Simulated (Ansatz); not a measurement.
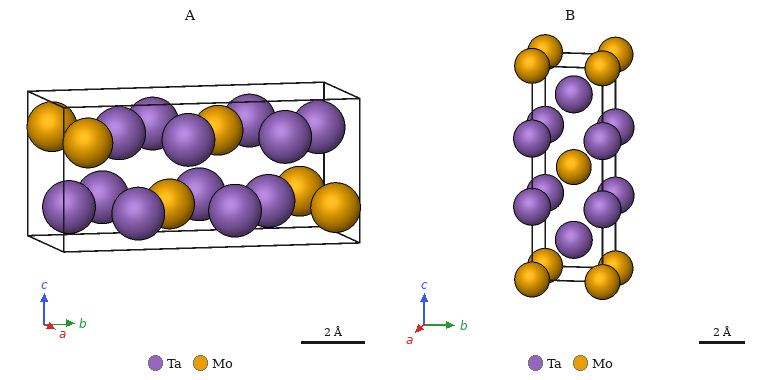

Two structures of Ta$_{2}$Mo, each relaxed to rest (conventional cells in solid outline, small ones repeated, not to one scale). Method: DFT PBE, scalar-relativistic, plane waves, PAW (Ansatz), without spin polarisation.

> Characterise the two forms.

A: 12 atoms a cell on a base-centred orthorhombic lattice, Cmcm. B: 6 atoms a cell on a body-centred tetragonal lattice, I4/mmm.

> Which form lies lower?

B is lower, by 62 meV/atom at this level of theory (energies at zero smearing). Volumes: A 17.3, B 17.3 Å³/atom.

One or both may be structure types tried for this composition rather than known phases.
